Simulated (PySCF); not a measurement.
**BH (charge +1, doublet): density, localisation and related maps**

```xyz
2

B     0.0000    0.0000   -0.1014
H     0.0000    0.0000    1.1076
```

Level of theory: PySCF, PBE0/def2-TZVPPD, non-relativistic Hamiltonian with scalar-relativistic core potentials where named, at a bond length of 1.209 Å.

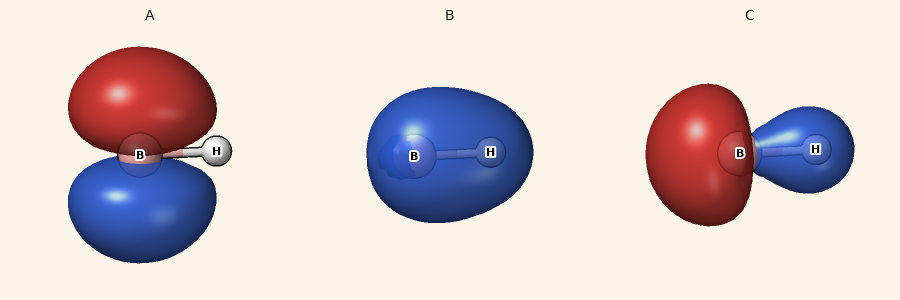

Figure 1. Three frontier α-spin orbitals, each drawn at the value that holds 80 % of its norm (blue and red are the two phases), in no order; of a degenerate pair one member is drawn.

Question: Name the orbitals and rank them from lowest to highest energy.

Answer: Orbital B: σ, occupied in this spin, −23.30 eV; shared between the atoms (B 65 %, H 35 %).
Orbital C: σ, occupied in this spin, −18.05 eV; mainly on B (85 %).
Orbital A: π, empty in this spin, −11.66 eV; mainly on B (90 %).

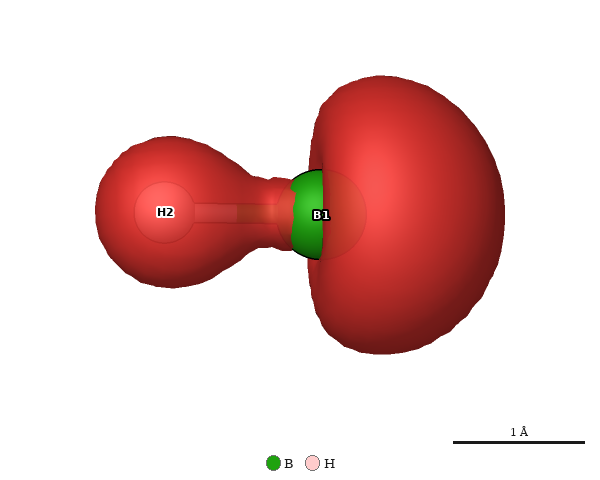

Figure 2. Isosurfaces of the spin density (α minus β) at +0.05 (red) and −0.05 e/Å³ (blue), seen from one side.

Question: Which atoms carry the spin?

Answer: The unpaired spin (1 electron) lies mostly on B1 (about 0.9) and H2 (about 0.1), in electrons by Hirshfeld's partition. Only one sign reaches the isovalue.

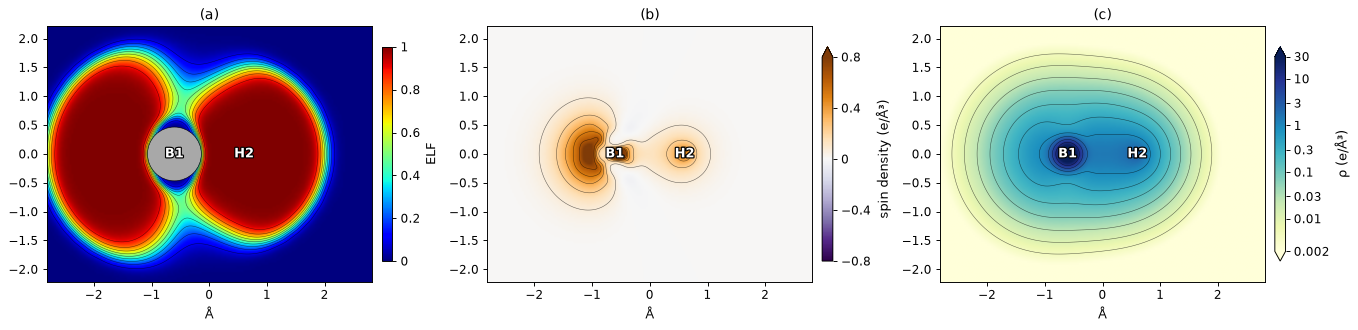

Figure 3. (a) ELF; (b) spin density; (c) total electron density on a plane that holds the molecular axis. Grey discs cover the atomic cores in the ELF map.

Question: What does the map show?

Answer: Atoms in the plane: B and H.
B–H (1.21 Å): ρ is about 1.4 e/Å³ halfway; the ELF peaks at about 1 between the atoms (a covalent bond by its length).
The ELF also peaks beside B1, away from the bonds: non-bonding electrons, paired or unpaired.
